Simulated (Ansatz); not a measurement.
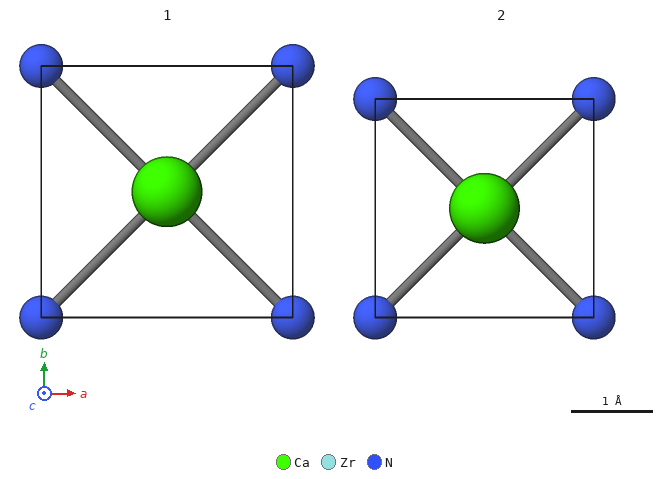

Two geometries of solid CaZrN (a generated structure, set up in P4/mmm) (coarse preliminary run), drawn at one scale. One is the start of a relaxation, the other its converged end. The picture is a ball-and-stick view of the cell of the calculation, seen along the c axis.

Method: DFT PBE, scalar-relativistic, plane waves, PAW in Ansatz. (plane-wave cutoff 420 eV; k-point mesh 6 × 6 × 2; occupations gaussian; smearing width 0.1 eV; no spin polarisation; cell and atoms relaxed; force threshold 0.04 eV/Å; at most 70 steps)

Question: Which one is relaxed?

Answer: Structure 1 is the relaxed one. The atoms keep their places relative to the cell (all moves are under 0.005 Å). The drawn cell changes as follows: a = b 2.719 → 3.130 Å (+15.1 %), c 7.905 → 7.423 Å (−6.1 %); the volume changes by +24.5 %. Among the contacts that change: Zr–Zr 2.719 → 3.130 Å, Ca–Ca 2.719 → 3.130 Å, N–Zr 1.922 → 2.213 Å. The space group stays P4/mmm (No. 123). Over 6 accepted moves (8 points after the start) the energy falls by 1364 meV per atom. All forces vanish by symmetry, so only the cell relaxes. The pressure goes from 59.01 to 0.10 GPa. At 2 points the geometry stayed and the basis and grid were re-selected for the new cell (energy shift of 26.7 meV per atom at most each time).

Limits of the set-up: the k-point mesh is coarse for a cell with partly filled bands.
